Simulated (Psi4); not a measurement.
Run report: TiH4O4 (charge +1), energy and gradient calculation (part 2 of 2)

The same run, continued: TiH4O4, charge +1, multiplicity 2; HF/STO-3G, UHF (Psi4 1.11). The geometry is that of the parent species in another charge or spin state. The geometry comes from this level: PBE0-D4/def2-TZVP.

Log, continued:
```
  -Total Gradient:
     Atom            X                  Y                   Z
    ------   -----------------  -----------------  -----------------
       1       -0.016636663987     0.051352108333    -0.062701603854
       2       -0.064517855269    -0.023340859920     0.056687931155
       3        0.076556080576    -0.029643680101     0.010129211947
       4        0.004783787927    -0.036443376816    -0.000965392186
       5       -0.012752781145     0.033535337308     0.007898560415
       6        0.017570094385    -0.009722196352     0.020362515988
       7       -0.021579477552     0.008276510810    -0.016852887511
       8        0.003705810912     0.049132768361     0.006575346545
       9        0.012871004152    -0.043146611622    -0.021133682500

	total time  =          1 seconds =       0.02 minutes

Properties will be evaluated at   0.000000,   0.000000,   0.000000 [a0]
OEProp: No title given, name of density matrix used for the following properties is 'SCF alpha density'

 Multipole Moments:

 ------------------------------------------------------------------------------------
     Multipole            Electronic (a.u.)      Nuclear  (a.u.)        Total (a.u.)
 ------------------------------------------------------------------------------------

 L = 1.  Multiply by 2.5417464519 to convert [e a0] to [Debye]
 Dipole X            :         -1.0285826           -0.0006373           -1.0292199
 Dipole Y            :         -0.3715976           -0.0005809           -0.3721785
 Dipole Z            :          0.9028474            0.0005717            0.9034191
 Magnitude           :                                                    1.4191464

 L = 2.  Multiply by 1.3450342976 to convert [e a0^2] to [Debye ang]
 Quadrupole XX       :       -172.6036031          150.1011155          -22.5024876
 Quadrupole XY       :          3.7969089           -3.6973901            0.0995188
 Quadrupole XZ       :         -5.4360074            8.9643913            3.5283839
 Quadrupole YY       :       -175.5078452          158.9507147          -16.5571306
 Quadrupole YZ       :          0.5907824            3.2454179            3.8362003
 Quadrupole ZZ       :       -172.4270036          152.4818453          -19.9451582
 Traceless XX        :          0.9092142           -3.7434430           -2.8342288
 Traceless YY        :         -1.9950280            5.1061562            3.1111282
 Traceless ZZ        :          1.0858137           -1.3627132           -0.2768994

 ------------------------------------------------------------------------------------
  Lowdin Charges: (a.u.)
   Center  Symbol    Alpha    Beta     Spin     Total
       1     O     4.10543  4.07123  0.03420 -0.17666
       2    TI    10.60281 11.03044 -0.42763  0.36675
       3     O     4.10542  4.07127  0.03415 -0.17668
       4     O     4.32916  3.61757  0.71158  0.05327
       5     O     4.32925  3.61730  0.71195  0.05345
       6     H     0.40649  0.40732 -0.00082  0.18619
       7     H     0.40651  0.40733 -0.00082  0.18617
       8     H     0.35749  0.38878 -0.03130  0.25373
       9     H     0.35745  0.38876 -0.03131  0.25379

  Total alpha = 29.00000, Total beta = 28.00000, Total charge =  1.00000

  Mayer Bond Indices:

  Total Bond Index:
  Irrep: 1 Size: 9 x 9

                 1                   2                   3                   4                   5

    1     0.00000000000000     1.34834147980800     0.01673073760677     0.00664023401997     0.00930678378549
    2     1.34834147980800     0.00000000000000     1.34829048367420     0.97048338474969     0.97005901907437
    3     0.01673073760677     1.34829048367420     0.00000000000000     0.00929881708688     0.00663507232996
    4     0.00664023401997     0.97048338474969     0.00929881708688     0.00000000000000     0.17516896323841
    5     0.00930678378549     0.97005901907437     0.00663507232996     0.17516896323841     0.00000000000000
    6     0.89057469523715     0.04742508928336     0.00046320213503     0.00069384616139     0.00018618560699
    7     0.00046423285650     0.04742202220462     0.89059321468374     0.00018555269702     0.00069399072856
    8     0.00005360559189     0.03102378953598     0.00098361682781     0.85729828317048     0.00014607713931
    9     0.00098509303951     0.03102226893329     0.00005363685489     0.00014574235890     0.85724119002804

                 6                   7                   8                   9

    1     0.89057469523715     0.00046423285650     0.00005360559189     0.00098509303951
    2     0.04742508928336     0.04742202220462     0.03102378953598     0.03102226893329
    3     0.00046320213503     0.89059321468374     0.00098361682781     0.00005363685489
    4     0.00069384616139     0.00018555269702     0.85729828317048     0.00014574235890
    5     0.00018618560699     0.00069399072856     0.00014607713931     0.85724119002804
    6     0.00000000000000     0.00000954161355    -0.00001059511519    -0.00001853100838
    7     0.00000954161355     0.00000000000000    -0.00001856589378    -0.00001060958931
    8    -0.00001059511519    -0.00001856589378     0.00000000000000     0.00000818577472
    9    -0.00001853100838    -0.00001060958931     0.00000818577472     0.00000000000000

  Alpha Contribution:
  Irrep: 1 Size: 9 x 9

                 1                   2                   3                   4                   5

    1     0.00000000000000     0.65361219457835     0.00755786211720     0.00214652043059     0.00248165102295
    2     0.65361219457835     0.00000000000000     0.65361527194074     0.37458024620824     0.37446639344028
    3     0.00755786211720     0.65361527194074     0.00000000000000     0.00248234899523     0.00214550262640
    4     0.00214652043059     0.37458024620824     0.00248234899523     0.00000000000000     0.00137288206329
    5     0.00248165102295     0.37446639344028     0.00214550262640     0.00137288206329     0.00000000000000
    6     0.44563022795467     0.02329539711550     0.00019719512910     0.00031694229182    -0.00001894528452
    7     0.00019767706511     0.02329370521106     0.44564023768456    -0.00001894065264     0.00031691282585
    8     0.00000380597402     0.01527829824795     0.00047996550768     0.41588763182868     0.00008018765851
    9     0.00048074153575     0.01527916131869     0.00000387454303     0.00008002316369     0.41584685534545

                 6                   7                   8                   9

    1     0.44563022795467     0.00019767706511     0.00000380597402     0.00048074153575
    2     0.02329539711550     0.02329370521106     0.01527829824795     0.01527916131869
    3     0.00019719512910     0.44564023768456     0.00047996550768     0.00000387454303
    4     0.00031694229182    -0.00001894065264     0.41588763182868     0.00008002316369
    5    -0.00001894528452     0.00031691282585     0.00008018765851     0.41584685534545
    6     0.00000000000000     0.00000624525760    -0.00000519531501    -0.00000894849162
    7     0.00000624525760     0.00000000000000    -0.00000896545057    -0.00000520184978
    8    -0.00000519531501    -0.00000896545057     0.00000000000000     0.00000525319608
    9    -0.00000894849162    -0.00000520184978     0.00000525319608     0.00000000000000

  Beta Contribution:
  Irrep: 1 Size: 9 x 9

                 1                   2                   3                   4                   5

    1     0.00000000000000     0.69472928522964     0.00917287548957     0.00449371358938     0.00682513276253
    2     0.69472928522964     0.00000000000000     0.69467521173346     0.59590313854145     0.59559262563409
    3     0.00917287548957     0.69467521173346     0.00000000000000     0.00681646809165     0.00448956970357
    4     0.00449371358938     0.59590313854145     0.00681646809165     0.00000000000000     0.17379608117512
    5     0.00682513276253     0.59559262563409     0.00448956970357     0.17379608117512     0.00000000000000
    6     0.44494446728247     0.02412969216785     0.00026600700594     0.00037690386957     0.00020513089151
    7     0.00026655579139     0.02412831699356     0.44495297699918     0.00020449334966     0.00037707790271
    8     0.00004979961787     0.01574549128803     0.00050365132013     0.44141065134180     0.00006588948081
    9     0.00050435150376     0.01574310761459     0.00004976231186     0.00006571919521     0.44139433468258

                 6                   7                   8                   9

    1     0.44494446728247     0.00026655579139     0.00004979961787     0.00050435150376
    2     0.02412969216785     0.02412831699356     0.01574549128803     0.01574310761459
    3     0.00026600700594     0.44495297699918     0.00050365132013     0.00004976231186
    4     0.00037690386957     0.00020449334966     0.44141065134180     0.00006571919521
    5     0.00020513089151     0.00037707790271     0.00006588948081     0.44139433468258
    6     0.00000000000000     0.00000329635594    -0.00000539980019    -0.00000958251676
    7     0.00000329635594     0.00000000000000    -0.00000960044321    -0.00000540773952
    8    -0.00000539980019    -0.00000960044321     0.00000000000000     0.00000293257864
    9    -0.00000958251676    -0.00000540773952     0.00000293257864     0.00000000000000

  Atomic Valences:

 #  #
 Irrep: 1
      1:    2.273096861945269
      2:    4.794067537263500
      3:    2.273048781199293
      4:    2.019914823482745
      5:    2.019437281931135
      6:    0.939323433913897
      7:    0.939339379300907
      8:    0.889484397031229
      9:    0.889426976391662

    Psi4 run time: 0:00:01.92
```

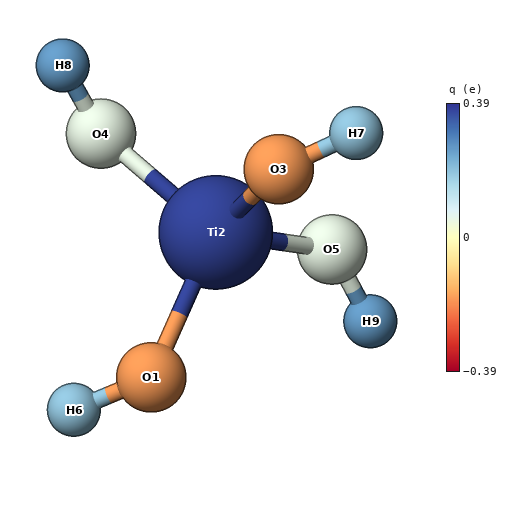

Löwdin charges, as the colour of each atom (ball-and-stick view, seen at a tilt; atoms are numbered from 1 in the order of the input). By element: O −0.18 to +0.05, Ti +0.37 and H +0.19 to +0.25 e.

The run was set up as follows.

The input (calc.inp):
```
memory 2200 mb

molecule {
  1 2
  O     -0.125250     1.268390    -1.272730
  Ti     0.000070     0.000090    -0.000050
  O      1.651710    -0.715310    -0.066120
  O     -1.235630    -1.279200    -0.283830
  O     -0.290490     0.726280     1.622320
  H     -0.813470     1.413950    -1.922910
  H      2.270980    -0.885970     0.644480
  H     -1.123140    -2.176250    -0.600550
  H     -0.334770     1.648010     1.879390
  symmetry c1
}

set {
  basis         STO-3G
  reference     uhf
  puream        true
  e_convergence 1e-09
  d_convergence 1e-08
  scf_type      pk
  maxiter       100
}

e_tot, wfn = gradient('scf', return_wfn=True)
oeprop(wfn, 'MAYER_INDICES', 'LOWDIN_CHARGES', 'QUADRUPOLE')
```

Launched with:
```bash
psi4 -n 1 calc.inp calc.out
```

Key numbers:

| quantity | value |
| --- | --- |
| outcome | converged |
| total energy | −1137.542997 hartree |
| basis functions | 42 |
| largest force | 4.577 eV/Å |
| ⟨S²⟩ | 0.912 |
| hardware | 1 thread of Intel Xeon @ 2.90GHz (Ice Lake), 64 GiB of memory available, shared host |
| wall time | 3 s |
| peak memory | 0.2 GiB |

Further notes kept with the run: spin contaminated. ⟨S²⟩ is 0.91 against 0.75 for a pure state: the solution is spin-contaminated.
